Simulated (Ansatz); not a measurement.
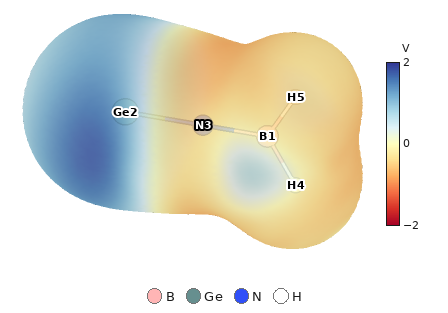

*BGeH₂N (SMILES B[N+]#[Ge-]). The molecular electrostatic potential painted on the density surface at 0.002 e/bohr³, seen at a tilt; the colour scale runs from red (negative) to blue (positive).*

Geometry: r2SCAN-D4/def2-TZVP.

Computed with isolated molecule in a Gaussian basis; Kohn-Sham density functional theory, functional PBE0 (Ansatz 0.2.0).

```yaml
atoms:
  - { symbol: B, position_ang: [0.8580, 0.4785, -0.1456] }
  - { symbol: Ge, position_ang: [-1.3078, -0.7891, -1.9089] }
  - { symbol: N, position_ang: [-0.1244, -0.0961, -0.9459] }
  - { symbol: H, position_ang: [1.9961, 0.5335, -0.5305] }
  - { symbol: H, position_ang: [0.5742, 0.9231, 0.9352] }
```

Question: Where is the surface potential most negative and most positive?

Answer: The most negative region (about −0.8 V, or −18 kcal/mol for a unit charge) lies over N3, the most positive (about +1.8 V, or +42 kcal/mol for a unit charge) over Ge2.
